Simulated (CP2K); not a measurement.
**SnNH2F (SMILES [NH2][Sn][F]): levels of theory compared**

We compute a comparison of 3 runs (PBE0/TZV2P-MOLOPT-PBE0-GTH, AM1, PM6) of SnNH2F. 

The calculation is run with CP2K 2026.2.

2 further runs of the same task are left out: 2 set aside as unsound or not needed. Runs told in other sessions of the task aren't counted.

### 1 Starting point

SnNH2F: 5 atoms, total charge 0, spin state singlet. SMILES: `[NH2][Sn][F]`. The N1–H4 distance was set to 1.815 Å, away from the relaxed value. At this shape a bond of the SMILES string is far longer than usual.

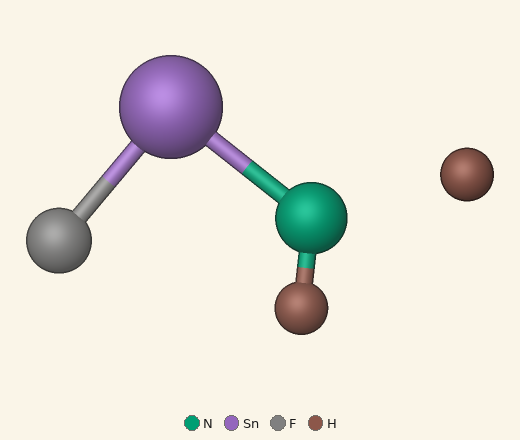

The structure, seen from a chosen angle (nitrogen teal, tin purple, fluorine grey, hydrogen brown).

### 2 The energy at PBE0/TZV2P-MOLOPT-PBE0-GTH (core potential) (run 1)

calc.inp

```
&global
 project_name calc
 run_type ENERGY
 print_level MEDIUM
&end global

&force_eval
 method QUICKSTEP
 &dft
  basis_set_file_name BASIS_MOLOPT_UZH
  basis_set_file_name BASIS_ADMM_UZH
  potential_file_name POTENTIAL_UZH
  &qs
   method GPW
   eps_default 1.0E-10
  &end qs
  &mgrid
   cutoff 400
   rel_cutoff 50
   ngrids 4
  &end mgrid
  &poisson
   periodic NONE
   poisson_solver MULTIPOLE
  &end poisson
  &scf
   scf_guess ATOMIC
   eps_scf 1.0E-06
   max_scf 100
   added_mos 3
   &diagonalization
    algorithm STANDARD
   &end diagonalization
   &mixing
    method DIRECT_P_MIXING
    alpha 0.4
   &end mixing
  &end scf
  &xc
   &xc_functional
    &pbe
     scale_x 0.75
     scale_c 1.0
    &end pbe
   &end xc_functional
   &hf
    fraction 0.25
    &screening
     eps_schwarz 1.0E-09
    &end screening
    &memory
     max_memory 1050
    &end memory
   &end hf
  &end xc
  &auxiliary_density_matrix_method
   admm_type ADMMS
   exch_correction_func PBEX
  &end auxiliary_density_matrix_method
  &print
   &moments
    periodic F
    reference COM
    max_moment 1
   &end moments
   &mo ON
    energies T
    occupation_numbers T
    ndigits 6
    &each
     qs_scf 0
    &end each
    add_last NUMERIC
   &end mo
   &hirshfeld OFF
   &end hirshfeld
  &end print
 &end dft
 &subsys
  &cell
   abc 9.1 10.8 9.6
   periodic NONE
  &end cell
  &coord
   N      0.052220    -0.203541    -0.204660
   Sn     0.694020    -0.752741     1.611840
   F      1.322020    -2.474941     0.942940
   H     -0.746800     1.369300    -0.629100
   H      0.148920    -0.807941    -1.007960
  &end coord
  &topology
   &center_coordinates
   &end center_coordinates
  &end topology
  &kind N
   basis_set ORB TZV2P-MOLOPT-PBE0-GTH-q5
   basis_set AUX_FIT admm-tzp-q5
   potential GTH-PBE0-q5
  &end kind
  &kind Sn
   basis_set ORB TZV2P-MOLOPT-PBE0-GTH-q4
   basis_set AUX_FIT admm-tzp-q4
   potential GTH-PBE0-q4
  &end kind
  &kind F
   basis_set ORB TZV2P-MOLOPT-PBE0-GTH-q7
   basis_set AUX_FIT admm-tzp-q7
   potential GTH-PBE0-q7
  &end kind
  &kind H
   basis_set ORB TZV2P-MOLOPT-PBE0-GTH-q1
   basis_set AUX_FIT admm-tzp-q1
   potential GTH-PBE0-q1
  &end kind
 &end subsys
&end force_eval
```

On the command line:

```bash
$ OMP_NUM_THREADS=1 cp2k.psmp -i calc.inp > calc.out 2>&1
```

Standard output:

```text
CP2K| version string:                                       CP2K version 2026.2
[...]
 GLOBAL| Method name                                                        CP2K
[...]
 GLOBAL| Run type                                                         ENERGY
[...]
 DFT| Spin restricted Kohn-Sham (RKS) calculation                            RKS
 DFT| Multiplicity                                                             1
[...]
 DFT| Charge                                                                   0
[...]
 FUNCTIONAL| PBE:
 QS| Method:                                                                 GPW
[...]
 QS| Density cutoff [a.u.]:                                                200.0
[...]
 QS| Relative density cutoff [a.u.]:                                        25.0
[...]
                             - Atoms:                                          5
[...]
                             - Spherical basis functions:                    115
[...]
 Number of electrons:                                                         18
[...]
     1 P_Mix/Diag. 0.40E+00    2.8     2.36249509       -37.0094634646 -3.70E+01
[...]
    19 DIIS/Diag.  0.23E-06    1.9     0.00000034       -38.6794063561 -6.68E-13
  *** SCF run converged in    19 steps ***
[...]
  Overlap energy of the core charge distribution:               0.00000023331031
  Self energy of the core charge distribution:               -100.72782616319894
  Core Hamiltonian energy:                                     27.57194549257717
  Hartree energy:                                              43.16153623125592
  Exchange-correlation energy:                                 -6.69626310822812
  Hartree-Fock Exchange energy:                                -1.98879904185760
  Total energy:                                               -38.67940635614125
[...]
                     Mulliken Population Analysis
 #  Atom  Element  Kind  Atomic population                           Net charge
       1     N        1          5.622393                             -0.622393
       2     Sn       2          3.098533                              0.901467
       3     F        3          7.586749                             -0.586749
       4     H        4          0.827427                              0.172573
       5     H        4          0.864898                              0.135102
 # Total charge                             18.000000                 -0.000000
[...]
  Dipole moment [Debye]
    X= -0.1136665E+01 Y=  0.2813718E+01 Z=  0.5783525E+00  Total=      3.0892571
 ENERGY| Total FORCE_EVAL ( QS ) energy [hartree]            -38.679406356141250
[...]
```

It took 38 s on 1 thread of Arm Neoverse V2, shared host; peak memory 0.93 GiB.

### 3 A single-point energy at AM1 (run 2)

molecule.inp

```
&FORCE_EVAL
  METHOD Quickstep
  &DFT
    CHARGE 0
    MULTIPLICITY 1
    &QS
      METHOD AM1
      EPS_DEFAULT 1.0E-10
      &SE
        &COULOMB
          CUTOFF [angstrom] 50
          RC_RANGE [angstrom] 0
        &END COULOMB
        &EXCHANGE
          CUTOFF [angstrom] 50
          RC_RANGE [angstrom] 0
        &END EXCHANGE
      &END SE
    &END QS
    &POISSON
      PERIODIC NONE
      POISSON_SOLVER ANALYTIC
    &END POISSON
    &SCF
      SCF_GUESS ATOMIC
      EPS_SCF 1.0E-07
      MAX_SCF 150
      &DIAGONALIZATION
        ALGORITHM STANDARD
      &END DIAGONALIZATION
      &MIXING
        METHOD DIRECT_P_MIXING
        ALPHA 0.4
      &END MIXING
    &END SCF
    &PRINT
      &MOMENTS
        PERIODIC F
        REFERENCE COM
        MAX_MOMENT 1
      &END MOMENTS
      &MO ON
        ENERGIES T
        OCCUPATION_NUMBERS T
        NDIGITS 6
        &EACH
          QS_SCF 0
        &END EACH
        ADD_LAST NUMERIC
      &END MO
      &HIRSHFELD OFF
      &END HIRSHFELD
    &END PRINT
  &END DFT
  &SUBSYS
    &CELL
      ABC [angstrom] 14.1 15.8 14.6
      PERIODIC NONE
    &END CELL
    &COORD
      N      6.814610     8.249280     6.793400
      Sn     7.456410     7.700080     8.609900
      F      8.084410     5.977880     7.941000
      H      6.015590     9.822120     6.368960
      H      6.911310     7.644880     5.990100
    &END COORD
  &END SUBSYS
&END FORCE_EVAL

&GLOBAL
  PROJECT molecule
  RUN_TYPE ENERGY
  PRINT_LEVEL MEDIUM
&END GLOBAL
```

On the command line:

```bash
$ OMP_NUM_THREADS=1 cp2k.psmp -i molecule.inp > molecule.out 2>&1
```

Standard output:

```text
CP2K| version string:                                       CP2K version 2026.2
[...]
 GLOBAL| Method name                                                        CP2K
[...]
 GLOBAL| Run type                                                         ENERGY
[...]
                             - Atoms:                                          5
[...]
                             - Spherical basis functions:                     14
[...]
 Number of electrons:                                                         18
[...]
     1 P_Mix/Diag. 0.40E+00    0.0     0.89116238       -26.4508960827 -2.65E+01
[...]
    18 DIIS/Diag.  0.29E-07    0.0     0.00000008       -29.3409453289 -2.52E-13
  *** SCF run converged in    18 steps ***
  Core-core repulsion energy [eV]:                            660.35179480748434
  Core Hamiltonian energy [eV]:                             -1358.72598783923809
  Two-electron integral energy [eV]:                         -200.06706605285152
  Electronic energy [eV]:                                   -1458.75952086566394
  Total energy [eV]:                                         -798.40772605817972
  Atomic reference energy [eV]:                               801.54882609316496
  Heat of formation [kcal/mol]:                                72.43549334060741
[...]
 SE_DIPOLE| Moment [Debye]          1.20325269      -3.22540615      -1.12995898
 SE_DIPOLE| Derivative [a.u.]       0.00000000       0.00000000       0.00000000
 ENERGY| Total FORCE_EVAL ( QS ) energy [hartree]            -29.340945328872415
[...]
```

Wall time 0.2 s (1 thread of Arm Neoverse V2, shared host).

### 4 A single-point energy at PM6 (run 3)

mol.inp

```
&GLOBAL
  PROJECT mol
  RUN_TYPE ENERGY
  PRINT_LEVEL MEDIUM
&END

&FORCE_EVAL
  METHOD QS
  &DFT
    # Quickstep
    &QS
      METHOD PM6
      EPS_DEFAULT 1.0E-10
      &SE
        &COULOMB
          CUTOFF [angstrom] 50
          RC_RANGE [angstrom] 0
        &END
        &EXCHANGE
          CUTOFF [angstrom] 50
          RC_RANGE [angstrom] 0
        &END
      &END
    &END
    &POISSON
      PERIODIC NONE
      POISSON_SOLVER ANALYTIC
    &END
    &SCF
      SCF_GUESS ATOMIC
      EPS_SCF 1.0E-06
      MAX_SCF 100
      ADDED_MOS 2
      &DIAGONALIZATION
        ALGORITHM STANDARD
      &END
      &MIXING
        METHOD DIRECT_P_MIXING
        ALPHA 0.4
      &END
    &END
    # extra output
    &PRINT
      &MOMENTS
        PERIODIC F
        REFERENCE COM
        MAX_MOMENT 1
      &END
      &MO ON
        ENERGIES T
        OCCUPATION_NUMBERS T
        NDIGITS 6
        &EACH
          QS_SCF 0
        &END
        ADD_LAST NUMERIC
      &END
      &HIRSHFELD OFF
      &END
    &END
  &END
  &SUBSYS
    &CELL
      ABC 12.1 13.8 12.6
      PERIODIC NONE
    &END
    &COORD
      N      0.052220    -0.203541    -0.204660
      Sn     0.694020    -0.752741     1.611840
      F      1.322020    -2.474941     0.942940
      H     -0.746800     1.369300    -0.629100
      H      0.148920    -0.807941    -1.007960
    &END
    &TOPOLOGY
      &CENTER_COORDINATES
      &END
    &END
  &END
&END
```

On the command line:

```bash
$ OMP_NUM_THREADS=1 cp2k.psmp mol.inp > mol.out
```

Standard output:

```text
CP2K| version string:                                       CP2K version 2026.2
[...]
 GLOBAL| Method name                                                        CP2K
[...]
 GLOBAL| Run type                                                         ENERGY
[...]
                             - Atoms:                                          5
[...]
                             - Spherical basis functions:                     14
[...]
 Number of electrons:                                                         18
[...]
     1 P_Mix/Diag. 0.40E+00    0.0     0.96427756       -24.6291177483 -2.46E+01
[...]
    16 DIIS/Diag.  0.21E-06    0.0     0.00000039       -27.4843285350 -2.87E-12
  *** SCF run converged in    16 steps ***
  Core-core repulsion energy [eV]:                            638.54369143810470
  Core Hamiltonian energy [eV]:                             -1268.96469957202635
  Two-electron integral energy [eV]:                         -234.93121134080096
  Electronic energy [eV]:                                   -1386.43030524242681
  Total energy [eV]:                                         -747.88661380432211
  Atomic reference energy [eV]:                               750.31125009316497
  Heat of formation [kcal/mol]:                                55.91344554382994
[...]
 SE_DIPOLE| Moment [Debye]          2.18503513      -4.45827552       0.83677785
 SE_DIPOLE| Derivative [a.u.]       0.00000000       0.00000000       0.00000000
 ENERGY| Total FORCE_EVAL ( QS ) energy [hartree]            -27.484328534953459
[...]
```

Run time: 0.2 s. Hardware: 1 thread of Arm Neoverse V2, shared host.

### 5 The series

```tsv
run	level	core potential	scheme	energy (Eh)	dipole moment (D)	HOMO energy (eV)	LUMO energy (eV)	wall time
1	PBE0/TZV2P-MOLOPT-PBE0-GTH (core potential)	GTH-PBE0	GPW	-38.679406	3.09	-7.37	-2.91	38 s
2	AM1	–	–	-29.340945	3.62	-9.17	–	0.2 s
3	PM6	–	–	-27.484329	5.03	-8.64	-0.58	0.2 s
```

### 6 What came out

| quantity | value |
| --- | --- |
| run 3: total energy | -27.48433 Eh |
| run 3: dipole moment | 5.03 D |
| run 3: HOMO energy | -8.64 eV |
| run 3: LUMO energy | -0.58 eV |
| run 3: HOMO–LUMO gap | 8.07 eV |
| run 3: heat of formation | 55.9 kcal/mol |

What this shows: The dipole moment (its size) runs from 3.09 D (PBE0/TZV2P-MOLOPT-PBE0-GTH) to 5.03 D (PM6). The two ends differ in method and basis and Hamiltonian and core potential. In all runs a closed-shell determinant meets a far-stretched bond; if it breaks into open shells, such a determinant describes it badly, and no broken-symmetry solution was shown. Force-field and semi-empirical energies have zeros of their own, so their totals don't compare. All runs together took 39 s, the longest 38 s.
